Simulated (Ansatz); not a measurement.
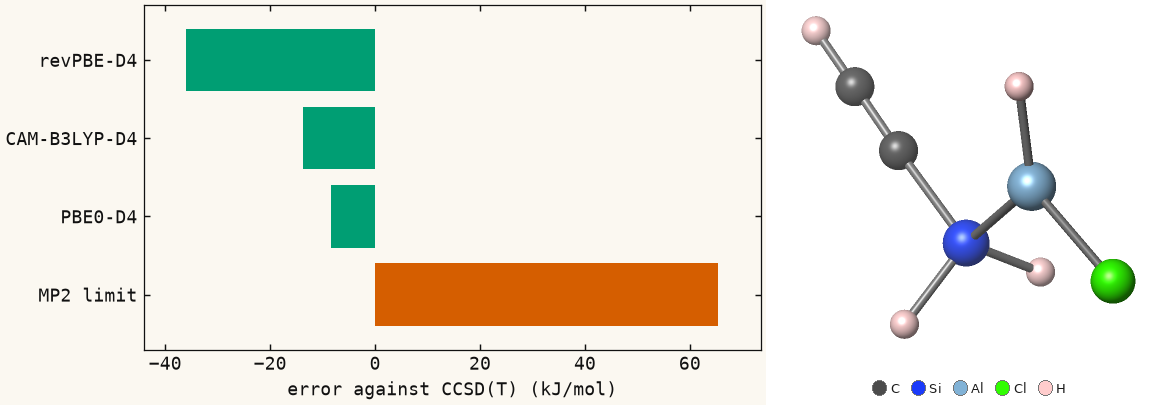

Error in the electronic atomisation energy (method less reference, so positive means overbinding) of C₂H₄AlClSi, SMILES C#C[SiH2][AlH][Cl], singlet: functionals in def2-TZVPP against frozen-core CCSD(T) at the limit (MP2 extrapolated from triple and quadruple zeta, plus CCSD(T) less MP2 in a smaller set), which gives 3175.6 kJ/mol, at a PBE0-D4/def2-TZVP geometry (a minimum by its frequencies), no zero-point or spin-orbit term, the Ansatz code. The reference leaves out core correlation, a term that grows with the number of heavy atoms. Limit means the basis limit.

### Which of these levels overbind, and which underbind?

Overbind: MP2 limit. Underbind: revPBE-D4. Within 25 kJ/mol of zero, too close to call in view of what the reference leaves out: CAM-B3LYP-D4 and PBE0-D4.

### Give the values.

```tsv
level	kJ/mol
revPBE-D4	−36.0
CAM-B3LYP-D4	−13.8
PBE0-D4	−8.5
MP2 limit	65.4
```

Caveats, for all or some of the runs: one conformer of a flexible molecule.
